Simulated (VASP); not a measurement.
Band structure of IrO2 (rutile). Computed with AM05 GGA, VASP's PBE PAW potentials (set 64) (plane waves; VASP).

Unless said otherwise, spin-orbit coupling is left out, though it shifts the bands of the heavy elements here.

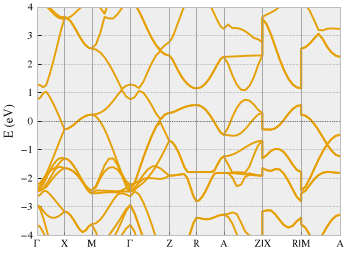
*Bands along high-symmetry lines, zero at the valence-band maximum or, without a gap, the Fermi level*

Question: Read the plot: is there a gap, and where are the band edges?

Answer: It has no gap at this level: it comes out as a metal or semimetal. (Edges off the drawn lines would not show.)

The compound is IrO2 in the rutile structure. It was relaxed first.
